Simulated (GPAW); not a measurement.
Band structure of PIr2 (Fm-3m, 3 atoms in the cell).

```
CELL_PARAMETERS angstrom
      0.00000     2.77874     2.77874
      2.77874     0.00000     2.77874
      2.77874     2.77874     0.00000
ATOMIC_POSITIONS crystal
  P  0.00000 0.00000 0.00000
  Ir 0.25000 0.25000 0.25000
  Ir 0.75000 0.75000 0.75000
```

Method: LDA (Perdew-Wang 92), GPAW PAW datasets LDA (gpaw-data 1.0.1) (plane waves; GPAW).

Settings: mode = pw; ecut = 550 eV; xc = LDA; kpts = 10 10 10; mesh shift (steps) = 0 0 0; occupations.name = methfessel-paxton; occupations.width = 0.05 eV; occupations.order = 0; nbands = -7; convergence.density = 1e-05 e/electron; convergence.energy = 1e-05 eV/electron; symmetry.symmorphic = false; symmetry.tolerance = 0.0005; maxiter = 150.

The starting cell comes from a database of computed structures (which also holds hypothetical and non-ambient phases and stackings), without a prior relaxation at this level. Spin-orbit coupling is off. Spin polarisation is off; with an odd number of electrons in the cell that forces a metal, and a magnetic state may lie lower.

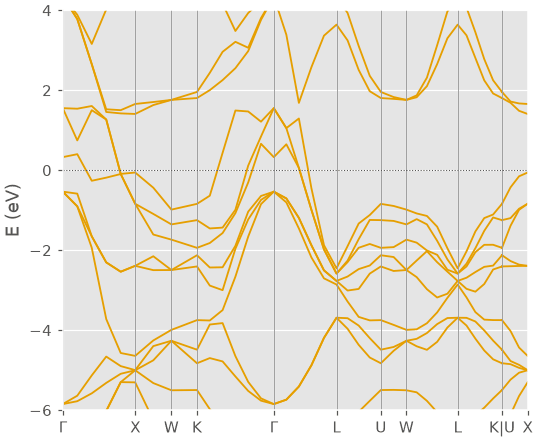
Fig. 1. Bands along the path, energies from the Fermi level.

Levels in eV from the Fermi level, bands 15 to 21:
| point | 15 | 16 | 17 | 18 | 19 | 20 | 21 |
|---|---|---|---|---|---|---|---|
| Γ | -0.54 | 0.33 | 1.55 | 1.55 | 4.34 | 4.34 | 4.34 |
| X | -2.39 | -0.84 | -0.84 | -0.06 | 1.41 | 1.66 | 5.33 |
| W | -2.50 | -1.74 | -1.36 | -0.99 | 1.76 | 1.76 | 7.26 |
| K | -2.13 | -1.94 | -1.25 | -0.84 | 1.80 | 1.96 | 5.26 |
| L | -2.77 | -2.59 | -2.59 | -2.45 | 3.64 | 4.33 | 4.33 |
| U | -2.13 | -1.94 | -1.25 | -0.84 | 1.80 | 1.96 | 5.26 |

Bands cross the Fermi level along this path, so the cell is metallic at this level.
